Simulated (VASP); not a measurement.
Band structure of Cd2TeSe (space group P-4m2). Method: PBEsol GGA, VASP's PBE PAW potentials (set 64) (plane waves; VASP).

Unless said otherwise, spin-orbit coupling is left out, though it shifts the bands of the heavy elements here.

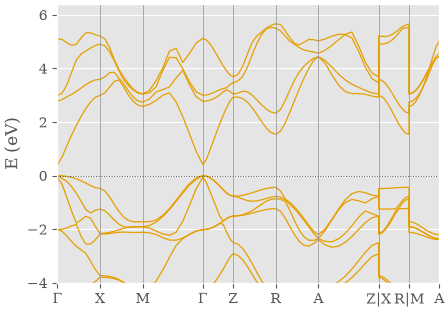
Figure: Bands along high-symmetry lines, zero at the valence-band maximum or, without a gap, the Fermi level

### Question
Read the plot: is there a gap, and where are the band edges?

### Answer
The gap is direct, 0.41 eV, from the valence maximum at Γ to the conduction minimum at Γ. (Edges off the drawn lines would not show.)

The structure comes from a computed database's Cd2TeSe entry (P-4m2); how it stands against other phases isn't given here. It was relaxed first.
